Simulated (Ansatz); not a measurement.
# ClH3OSi + HBr: a complex and its separated parts, part 2 of 2

Ansatz 0.2.0, Gaussian basis.

## (13) CAM-B3LYP-D4/def2-TZVPP

The inputs:

parta/in.yaml

```yaml
crystal:
  periodic: [false, false, false]
  atoms:
    - {symbol: Si, position_ang: [-0.661880, 0.110685, -0.899196]}
    - {symbol: H, position_ang: [-0.582570, 0.999810, -2.080819]}
    - {symbol: H, position_ang: [-0.272619, -1.277984, -1.204346]}
    - {symbol: Cl, position_ang: [-2.631337, 0.127484, -0.311716]}
    - {symbol: O, position_ang: [0.322504, 0.604072, 0.306379]}
    - {symbol: H, position_ang: [0.214691, 1.492229, 0.650353]}
basis:
  gaussian: {orbitals: def2-TZVPP}
hamiltonian: {xc: {name: CAM-B3LYP}, dispersion: d4}
```

partb/in.yaml

```yaml
crystal:
  periodic: [false, false, false]
  atoms:
    - {symbol: Br, position_ang: [2.199536, -1.478526, 2.152405]}
    - {symbol: H, position_ang: [1.411675, -0.577770, 1.387041]}
basis:
  gaussian: {orbitals: def2-TZVPP}
hamiltonian: {xc: {name: CAM-B3LYP}, dispersion: d4}
```

One command serves all of them, each in its own folder.

Command:

```console
> ansatz run in.yaml --threads 4 --pin off --events-out ev --progress --plain --max-ram 9574MiB
```

parta printed, cut to the lines that bear on the results:

```text
Functional definition: CAM-B3LYP
  name "CAM-B3LYP"
  cite "Yanai, Tew & Handy, Chem. Phys. Lett. 393, 51 (2004) doi:10.1016/j.cplett.2004.06.011"
  cite "Iikura, Tsuneda, Yanai & Hirao, J. Chem. Phys. 115, 3540 (2001) doi:10.1063/1.1383587"
  cite "Becke, Phys. Rev. A 38, 3098 (1988) doi:10.1103/PhysRevA.38.3098"
  cite "Lee, Yang & Parr, Phys. Rev. B 37, 785 (1988) doi:10.1103/PhysRevB.37.785"
[...]
  # Exact exchange under (alpha + beta erf(omega r))/r, Becke's under what is left of 1/r.
[...]
932 factors; their error is unknown
201 factors; integrals over basis functions are off by at most 1.5e-5 eV
[...]
mean field -22500.40293709 eV, -826.8745566171 hartree, gradient 1.5e-5 eV, S^2 0.000000; 0 other end points of the search recorded, 0 dependent functions left out
reference -22500.40304991 eV, -826.8745607632 hartree; 21, 21 occupied and 136, 136 virtual orbitals, 932 factors
Total energy: -22500.49397830 eV, -826.8779023198 hartree
```

partb printed, cut to the lines that bear on the results:

```text
[... 6 set-up lines as earlier in the session ...]
[...]
  # Exact exchange under (alpha + beta erf(omega r))/r, Becke's under what is left of 1/r.
[...]
472 factors; their error is unknown
82 factors; integrals over basis functions are off by at most 1.2e-4 eV
[...]
mean field -70066.16345819 eV, -2574.8840145373 hartree, gradient 3.1e-5 eV, S^2 0.000000; 0 other end points of the search recorded, 0 dependent functions left out
reference -70066.16353489 eV, -2574.8840173558 hartree; 18, 18 occupied and 44, 44 virtual orbitals, 472 factors
Total energy: -70066.16901258 eV, -2574.8842186571 hartree
```

Wall times: 1.6 s (parta), 0.41 s (partb) on 4 threads of Intel Xeon at 2.70GHz, shared host.

## (14) wB97X-V/def2-TZVPP

Each input of step 13 (parta, partb) changes in the same lines:

```diff
-hamiltonian: {xc: {name: CAM-B3LYP}, dispersion: d4}
+hamiltonian: {xc: {name: wB97X-V}}
```

Each run has its own folder and the same command.

Command:

```console
> ansatz run in.yaml --threads 4 --pin off --events-out ev --progress --plain --max-ram 9574MiB
```

Output in parta, cut to the lines that bear on the results:

```text
Functional definition: wB97X-V
  name "wB97X-V"
  cite "Mardirossian & Head-Gordon, Phys. Chem. Chem. Phys. 16, 9904 (2014) doi:10.1039/C3CP54374A"
[... 2 set-up lines as earlier in the session ...]
[...]
      + integral(e_c_pw_opposite_spin*poly(b97_u_opposite, cos0, cos1)) + vv10(b, c)
929 factors; their error is unknown
183 factors; integrals over basis functions are off by at most 3.1e-5 eV
[...]
mean field -22496.63807618 eV, -826.7362005308 hartree, gradient 6.9e-5 eV, S^2 0.000000; 0 other end points of the search recorded, 0 dependent functions left out
reference -22496.63807452 eV, -826.7362004697 hartree; 21, 21 occupied and 136, 136 virtual orbitals, 929 factors
Total energy: -22496.63807452 eV, -826.7362004697 hartree
```

Log of partb, cut to the lines that bear on the results:

```text
[... 5 set-up lines as earlier in the session ...]
[...]
      + integral(e_c_pw_opposite_spin*poly(b97_u_opposite, cos0, cos1)) + vv10(b, c)
472 factors; their error is unknown
73 factors; integrals over basis functions are off by at most 1.1e-4 eV
[...]
mean field -70056.29632480 eV, -2574.5214040733 hartree, gradient 1.2e-5 eV, S^2 0.000000; 0 other end points of the search recorded, 0 dependent functions left out
reference -70056.29632374 eV, -2574.5214040342 hartree; 18, 18 occupied and 44, 44 virtual orbitals, 472 factors
Total energy: -70056.29632374 eV, -2574.5214040342 hartree
```

They took 2.4 s (parta), 0.71 s (partb) on 4 threads of Intel Xeon at 2.70GHz, shared host.

## (15) wB97M-V/def2-TZVPP

Each input of step 14 (parta, partb) changes in the same lines:

```diff
-hamiltonian: {xc: {name: wB97X-V}}
+hamiltonian: {xc: {name: wB97M-V}}
```

The same command starts each run, in its folder.

Command:

```console
> ansatz run in.yaml --threads 4 --pin off --events-out ev --progress --plain --max-ram 9574MiB
```

Log of parta, cut to the lines that bear on the results:

```text
Functional definition: wB97M-V
  name "wB97M-V"
  cite "Mardirossian & Head-Gordon, J. Chem. Phys. 144, 214110 (2016) doi:10.1063/1.4952647"
[... 2 set-up lines as earlier in the session ...]
  # Of w^i u^j: cxij and so on, Table III.
[...]
  gx(w, u) = 1 - cx + cx01*u + cx10*w
[...]
      + integral(e_c_pw_mod_opposite_spin*gos(b97_w_opposite, b97_u_opposite)) + vv10(b, c)
929 factors; their error is unknown
183 factors; integrals over basis functions are off by at most 3.1e-5 eV
[...]
mean field -22498.55838152 eV, -826.8067704501 hartree, gradient 2.0e-5 eV, S^2 0.000000; 0 other end points of the search recorded, 0 dependent functions left out
reference -22498.55842204 eV, -826.8067719393 hartree; 21, 21 occupied and 136, 136 virtual orbitals, 929 factors
Total energy: -22498.55842204 eV, -826.8067719393 hartree
```

Log of partb, cut to the lines that bear on the results:

```text
[... 5 set-up lines as earlier in the session ...]
  # Of w^i u^j: cxij and so on, Table III.
[...]
  gx(w, u) = 1 - cx + cx01*u + cx10*w
[...]
      + integral(e_c_pw_mod_opposite_spin*gos(b97_w_opposite, b97_u_opposite)) + vv10(b, c)
467 factors; their error is unknown
73 factors; integrals over basis functions are off by at most 1.1e-4 eV
[...]
mean field -70058.67557449 eV, -2574.6088398867 hartree, gradient 8.6e-6 eV, S^2 0.000000; 0 other end points of the search recorded, 0 dependent functions left out
reference -70058.67560030 eV, -2574.6088408350 hartree; 18, 18 occupied and 44, 44 virtual orbitals, 467 factors
Total energy: -70058.67560030 eV, -2574.6088408350 hartree
```

They took 2.4 s (parta), 0.71 s (partb) on 4 threads of Intel Xeon at 2.70GHz, shared host.

## (16) B2PLYP/def2-TZVPP

The same edit goes into each in.yaml of step 15 (parta, partb):

```diff
-hamiltonian: {xc: {name: wB97M-V}}
+hamiltonian: {xc: {name: B2PLYP}}
```

One command serves all of them, each in its own folder.

Command:

```console
> ansatz run in.yaml --threads 4 --pin off --events-out ev --progress --plain --max-ram 9574MiB
```

Log of parta, cut to the lines that bear on the results:

```text
Functional definition: B2PLYP
  name "B2PLYP"
  cite "Grimme, J. Chem. Phys. 124, 034108 (2006) doi:10.1063/1.2148954"
[... 2 set-up lines as earlier in the session ...]
[...]
925 factors; integrals over basis functions are off by at most 8.1e-4 eV
[...]
mean field -22487.43082485 eV, -826.3978402852 hartree, gradient 7.3e-6 eV, S^2 0.000000; 0 other end points of the search recorded, 0 dependent functions left out
11 core orbitals not correlated: weight in the atoms' cores, before any rotation towards them, 1.000 or more for the frozen orbitals, at most 0.000 for the correlated occupied ones
reference -22487.43097229 eV, -826.3978457034 hartree; 10, 10 occupied and 136, 136 virtual orbitals, 925 factors
second order -18.22512867 eV of doubles, -0.00000000 eV of singles
Total energy: -22492.35175703 eV, -826.5786812071 hartree
```

partb printed, cut to the lines that bear on the results:

```text
[... 5 set-up lines as earlier in the session ...]
[...]
399 factors; integrals over basis functions are off by at most 1.5e-3 eV
[...]
mean field -70049.78224301 eV, -2574.2820159827 hartree, gradient 1.6e-6 eV, S^2 0.000000; 0 other end points of the search recorded, 0 dependent functions left out
9 core orbitals not correlated: weight in the atoms' cores, before any rotation towards them, 1.000 or more for the frozen orbitals, at most 0.000 for the correlated occupied ones
reference -70049.78234374 eV, -2574.2820196847 hartree; 9, 9 occupied and 44, 44 virtual orbitals, 399 factors
second order -9.24619174 eV of doubles, -0.00000000 eV of singles
Total energy: -70052.27881551 eV, -2574.3737633300 hartree
```

Wall times: 1.9 s (parta), 0.55 s (partb) on 4 threads of Intel Xeon at 2.70GHz, shared host.

## (17) PBE-QIDH/def2-TZVPP

Each input of step 16 (parta, partb) changes in the same lines:

```diff
-hamiltonian: {xc: {name: B2PLYP}}
+hamiltonian: {xc: {name: PBE-QIDH}}
```

The same command starts each run, in its folder.

Command:

```console
> ansatz run in.yaml --threads 4 --pin off --events-out ev --progress --plain --max-ram 9574MiB
```

Output in parta, cut to the lines that bear on the results:

```text
Functional definition: PBE-QIDH
  name "PBE-QIDH"
  cite "Brémond, Sancho-García, Pérez-Jiménez & Adamo, J. Chem. Phys. 141, 031101 (2014) doi:10.1063/1.4890314"
[... 1 set-up line as earlier in the session ...]
[...]
925 factors; integrals over basis functions are off by at most 8.1e-4 eV
[...]
mean field -22480.37206071 eV, -826.1384354877 hartree, gradient 5.4e-6 eV, S^2 0.000000; 0 other end points of the search recorded, 0 dependent functions left out
11 core orbitals not correlated: weight in the atoms' cores, before any rotation towards them, 1.000 or more for the frozen orbitals, at most 0.000 for the correlated occupied ones
reference -22480.37207152 eV, -826.1384358847 hartree; 10, 10 occupied and 136, 136 virtual orbitals, 925 factors
second order -16.94923576 eV of doubles, -0.00000000 eV of singles
Total energy: -22486.02181677 eV, -826.3460601932 hartree
```

Output in partb, cut to the lines that bear on the results:

```text
[... 4 set-up lines as earlier in the session ...]
[...]
399 factors; integrals over basis functions are off by at most 1.5e-3 eV
[...]
mean field -70043.31096727 eV, -2574.0442009857 hartree, gradient 9.8e-7 eV, S^2 0.000000; 0 other end points of the search recorded, 0 dependent functions left out
9 core orbitals not correlated: weight in the atoms' cores, before any rotation towards them, 1.000 or more for the frozen orbitals, at most 0.000 for the correlated occupied ones
reference -70043.31097439 eV, -2574.0442012473 hartree; 9, 9 occupied and 44, 44 virtual orbitals, 399 factors
second order -8.68131844 eV of doubles, -0.00000000 eV of singles
Total energy: -70046.20474720 eV, -2574.1505454368 hartree
```

Wall times: 1.9 s (parta), 0.55 s (partb) on 4 threads of Intel Xeon at 2.70GHz, shared host.

## (18) RPA on PBE/def2-TZVPP

The same edit goes into each in.yaml of step 17 (parta, partb):

```diff
-hamiltonian: {xc: {name: PBE-QIDH}}
+hamiltonian: {xc: pbe}
+correlation: {method: rpa}
```

One command serves all of them, each in its own folder.

Command:

```console
> ansatz run in.yaml --threads 4 --pin off --events-out ev --progress --plain --max-ram 9574MiB
```

Output in parta, cut to the lines that bear on the results:

```text
[... 4 set-up lines as earlier in the session ...]
[...]
925 factors; integrals over basis functions are off by at most 8.1e-4 eV
[...]
mean field -22488.88627767 eV, -826.4513271897 hartree, gradient 1.5e-6 eV, S^2 0.000000; 0 other end points of the search recorded, 0 dependent functions left out
11 core orbitals not correlated: weight in the atoms' cores, before any rotation towards them, 1.000 or more for the frozen orbitals, at most 0.000 for the correlated occupied ones
reference -22453.92641947 eV, -825.1665760976 hartree; 10, 10 occupied and 136, 136 virtual orbitals, 925 factors
Total energy: -22478.79723087 eV, -826.0805615584 hartree
```

partb printed, cut to the lines that bear on the results:

```text
[... 4 set-up lines as earlier in the session ...]
[...]
399 factors; integrals over basis functions are off by at most 1.5e-3 eV
[...]
mean field -70052.13666635 eV, -2574.3685394448 hartree, gradient 4.3e-6 eV, S^2 0.000000; 0 other end points of the search recorded, 0 dependent functions left out
9 core orbitals not correlated: weight in the atoms' cores, before any rotation towards them, 1.000 or more for the frozen orbitals, at most 0.000 for the correlated occupied ones
reference -70014.55940171 eV, -2572.9876004401 hartree; 9, 9 occupied and 44, 44 virtual orbitals, 399 factors
Total energy: -70026.49301541 eV, -2573.4261526547 hartree
```

They took 1.6 s (parta), 0.45 s (partb) on 4 threads of Intel Xeon at 2.70GHz, shared host.

## (19) CCSD(T)/def2-TZVPP

Each input of step 18 (parta, partb) changes in the same lines:

```diff
-hamiltonian: {xc: pbe}
-correlation: {method: rpa}
+correlation: {method: ccsd_t}
```

One command serves all of them, each in its own folder.

Command:

```console
> ansatz run in.yaml --threads 4 --pin off --events-out ev --progress --plain --max-ram 9574MiB
```

Log of parta, cut to the lines that bear on the results:

```text
Functional definition: HF
  name "HF"
  cite "Fock, Z. Phys. 61, 126 (1930) doi:10.1007/BF01340294"
[... 1 set-up line as earlier in the session ...]
[...]
925 factors; integrals over basis functions are off by at most 8.1e-4 eV
[...]
mean field -22455.01764612 eV, -825.2066779373 hartree, gradient 3.2e-6 eV, S^2 0.000000; 0 other end points of the search recorded, 0 dependent functions left out
11 core orbitals not correlated: weight in the atoms' cores, before any rotation towards them, 1.000 or more for the frozen orbitals, at most 0.000 for the correlated occupied ones
reference -22455.01764612 eV, -825.2066779373 hartree; 10, 10 occupied and 136, 136 virtual orbitals, 925 factors
second order -15.08686774 eV of doubles, -0.00000000 eV of singles
cycle   1  -15.56466671 eV  change   -4.8e-1 eV  update   7.7e-2
[...]
cycle   9  -15.97568137 eV  change   -3.9e-6 eV  update   8.5e-6
perturbative correction -0.57869470 eV, -0.0212666381 hartree
Total energy: -22471.57202219 eV, -825.8150400370 hartree
```

Log of partb, cut to the lines that bear on the results:

```text
[... 4 set-up lines as earlier in the session ...]
[...]
399 factors; integrals over basis functions are off by at most 1.5e-3 eV
[...]
mean field -70014.93832990 eV, -2573.0015257942 hartree, gradient 1.4e-6 eV, S^2 0.000000; 0 other end points of the search recorded, 0 dependent functions left out
9 core orbitals not correlated: weight in the atoms' cores, before any rotation towards them, 1.000 or more for the frozen orbitals, at most 0.000 for the correlated occupied ones
reference -70014.93832990 eV, -2573.0015257942 hartree; 9, 9 occupied and 44, 44 virtual orbitals, 399 factors
second order -7.83906817 eV of doubles, -0.00000000 eV of singles
cycle   1  -7.92764966 eV  change   -8.9e-2 eV  update   4.5e-2
[...]
cycle   7  -8.11359347 eV  change   -4.7e-6 eV  update   1.2e-5
perturbative correction -0.24160073 eV, -0.0088786631 hartree
Total energy: -70023.29352410 eV, -2573.3085735175 hartree
```

They took 9 s (parta), 0.6 s (partb) on 4 threads of Intel Xeon at 2.70GHz, shared host; peak memory 1.1 GiB.

## (20) Vibrations of ClH3OSi

Contents of vib-parta/in.yaml:

```yaml
crystal:
  periodic: [false, false, false]
  atoms:
    - {symbol: Si, position_ang: [-0.661880, 0.110685, -0.899196]}
    - {symbol: H, position_ang: [-0.582570, 0.999810, -2.080819]}
    - {symbol: H, position_ang: [-0.272619, -1.277984, -1.204346]}
    - {symbol: Cl, position_ang: [-2.631337, 0.127484, -0.311716]}
    - {symbol: O, position_ang: [0.322504, 0.604072, 0.306379]}
    - {symbol: H, position_ang: [0.214691, 1.492229, 0.650353]}
basis:
  gaussian: {orbitals: def2-TZVP}
hamiltonian: {xc: pbe0, dispersion: d4}
phonons: {temperatures: {t_min: 298.15, t_max: 900, t_step: 200}}
```

Command:

```console
> ansatz run in.yaml --threads 4 --pin off --events-out ev --progress --plain --max-ram 9574MiB
```

The program printed, cut to the lines that bear on the results:

```text
[... 5 set-up lines as earlier in the session ...]
[...]
819 factors; their error is unknown
[...]
mean field -22490.69972355 eV, -826.5179700967 hartree, gradient 6.2e-5 eV, S^2 0.000000; 0 other end points of the search recorded, 0 dependent functions left out
[...]
Atom 3 at    -2.631337     0.127484    -0.311716 Å, force     0.001937    -0.000461    -0.000146 eV/Å
Atom 4 at     0.322504     0.604072     0.306379 Å, force    -0.004908     0.003641    -0.002253 eV/Å
Atom 5 at     0.214691     1.492229     0.650353 Å, force     0.002974    -0.000535     0.003079 eV/Å
Dipole moment:     0.152717     0.258934    -0.041896 e Å
Vibrations: 204.25 292.57 541.96 613.37 728.54 840.49 904.86 928.44 970.85 2247.62 2289.79 3920.55 cm⁻¹, zero-point energy 0.897850 eV
```

Wall time 30 s (4 threads of Intel Xeon at 2.70GHz, shared host).

Wavenumbers and character of the modes:

```tsv
mode	wavenumber (cm⁻¹)	character
1	204	torsion with bend
2	293	bend with torsion
3	542	Si–Cl stretch
4	613	bend with torsion
5	729	bend
6	840	bend
7	905	bend
8	928	Si–O stretch with bend
9	971	bend
10	2248	Si–H stretch
11	2290	Si–H stretch
12	3921	O–H stretch
```

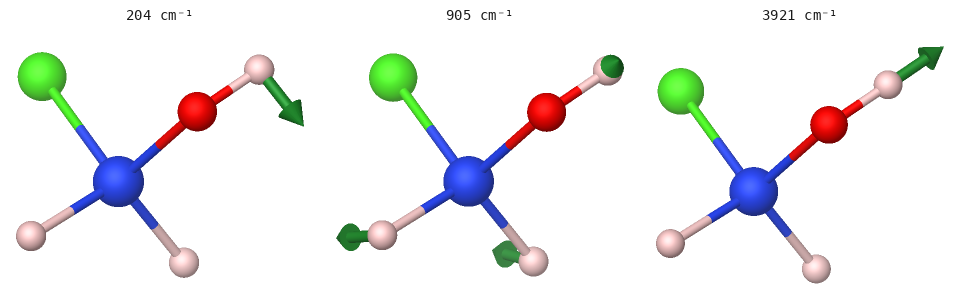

How the atoms move in 3 of the modes.

Vibrational sums (real modes only):

```tsv
T (K)	entropy (J/mol/K)	heat capacity (J/mol/K)
298	22.4	35.2
498	45.8	55.3
698	66.4	66.6
898	84.1	74.0
```

## (21) Vibrations of HBr

Contents of vib-partb/in.yaml:

```yaml
crystal:
  periodic: [false, false, false]
  atoms:
    - {symbol: Br, position_ang: [2.199536, -1.478526, 2.152405]}
    - {symbol: H, position_ang: [1.411675, -0.577770, 1.387041]}
basis:
  gaussian: {orbitals: def2-TZVP}
hamiltonian: {xc: pbe0, dispersion: d4}
phonons: {temperatures: {t_min: 298.15, t_max: 900, t_step: 200}}
```

Command:

```console
> ansatz run in.yaml --threads 4 --pin off --events-out ev --progress --plain --max-ram 9574MiB
```

The program printed, cut to the lines that bear on the results:

```text
[... 5 set-up lines as earlier in the session ...]
[...]
457 factors; their error is unknown
[...]
mean field -70054.57278216 eV, -2574.4580650493 hartree, gradient 2.1e-5 eV, S^2 0.000000; 0 other end points of the search recorded, 0 dependent functions left out
[...]
reference -70054.57271649 eV, -2574.4580626360 hartree; 18, 18 occupied and 36, 36 virtual orbitals, 457 factors
Total energy: -70054.57831874 eV, -2574.4582685151 hartree
Atom 0 at     2.199536    -1.478526     2.152405 Å, force     0.000450    -0.000515     0.000437 eV/Å
Atom 1 at     1.411675    -0.577770     1.387041 Å, force    -0.000450     0.000515    -0.000437 eV/Å
Dipole moment:    -0.110003     0.125766    -0.106862 e Å
Vibrations: 2667.67 cm⁻¹, zero-point energy 0.165375 eV
```

Run time: 2.7 s. Hardware: 4 threads of Intel Xeon at 2.70GHz, shared host.

The modes, with what each moves most:

```tsv
mode	wavenumber (cm⁻¹)	character
1	2668	Br–H stretch
```

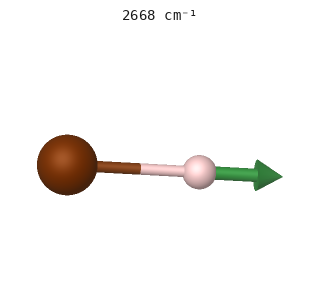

How the atoms move in 1 of the modes.

Vibrational sums (real modes only):

```tsv
T (K)	entropy (J/mol/K)	heat capacity (J/mol/K)
298	0.0	0.0
498	0.0	0.2
698	0.2	1.0
898	0.6	2.2
```

## (22) Complex less separated parts

The complex's own energies come from single points at the same levels.

Rows are in def2-TZVPP; times add the 3 runs of a level on a shared host, so small differences are noise.

Differences are taken before rounding.

```tsv
method	rung	complex less parts (kJ/mol)	from CCSD(T) (kJ/mol)	time
SPW92	LDA	-29.0	-14.2	2.1 s
PBE-D4	GGA	-20.1	-5.2	3 s
BLYP-D4	GGA	-18.8	-4.0	2.9 s
r2SCAN-D4	meta-GGA	-17.0	-2.1	5.1 s
B97M-V	meta-GGA	-15.4	-0.6	8.7 s
PBE0-D4	hybrid	-18.4	-3.6	5.4 s
B3LYP-D4	hybrid	-18.3	-3.5	4.4 s
r2SCAN0-D4	hybrid	-16.6	-1.7	6.4 s
BHLYP-D4	hybrid	-17.7	-2.9	4.1 s
CAM-B3LYP-D4	range-separated hybrid	-18.6	-3.8	4.9 s
wB97X-V	range-separated hybrid	-15.6	-0.7	8.2 s
wB97M-V	range-separated hybrid	-15.5	-0.6	8.6 s
B2PLYP	double hybrid	-13.7	+1.1	6.8 s
PBE-QIDH	double hybrid	-15.2	-0.4	6.9 s
RPA on PBE	RPA	-11.4	+3.5	6.2 s
Hartree-Fock	wavefunction	-3.6	+11.3	
MP2	wavefunction	-17.0	-2.2	
CCSD	wavefunction	-12.9	+2.0	
CCSD(T)	wavefunction	-14.9	0	89 s
```

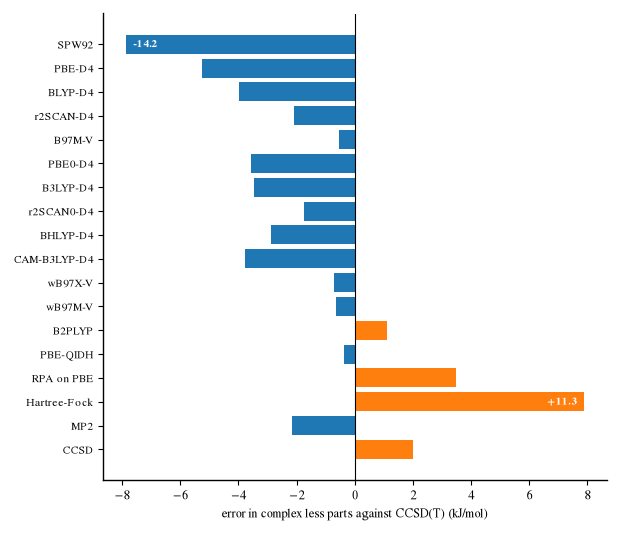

Deviations from CCSD(T), method by method. Bars with a number in them are cut short.

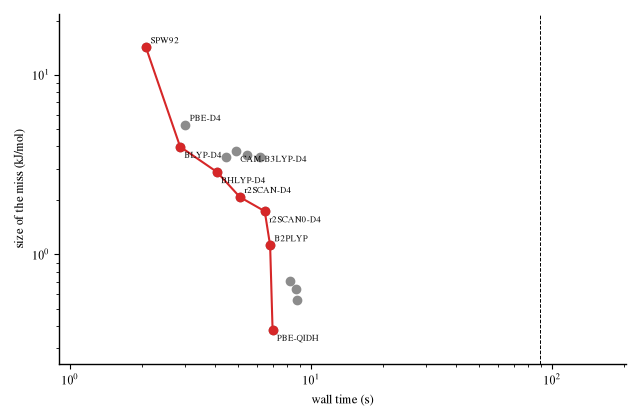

Accuracy for the time spent; red marks the levels that beat every quicker one drawn (of those quicker than the yardstick), and the dashed line is the time of CCSD(T). Only those levels and the largest misses are named. Times are from a shared host.

PBE-QIDH reaches 0.4 kJ/mol from the reference in 6.9 s, where CCSD(T) took 89 s; the quickest level in the cost chart, SPW92, takes 2.1 s and misses by 14.2 kJ/mol.

The complex's zero-point energy, from a separate PBE0-D4 run, is 1.113 eV.

## (23) Outcome

The summary covers parts 1 to 2.

| quantity | value |
| --- | --- |
| complex less parts, CCSD(T)/def2-TZVPP | -14.9 kJ/mol |
| with zero-point energy | -10.1 kJ/mol |
| largest T1 diagnostic | 0.010 |

**Reading.** At CCSD(T) the complex lies 14.9 kJ/mol below its parts. Among the functionals PBE-QIDH lands nearest to CCSD(T) (-0.4 kJ/mol) and SPW92 farthest (-14.2 kJ/mol). By rung, the mean size of the error is: LDA 14.2, GGA 4.6, meta-GGA 1.3, hybrid 2.9, range-separated hybrid 1.7, double hybrid 0.8 kJ/mol. PBE-D4 gives a relative energy 5.2 kJ/mol too low, outside chemical accuracy (1 kcal/mol, 4.2 kJ/mol). No counterpoise was applied, and triple zeta lacks some correlation, so the CCSD(T) reference has a basis error of its own, and close matches with it are partly luck.
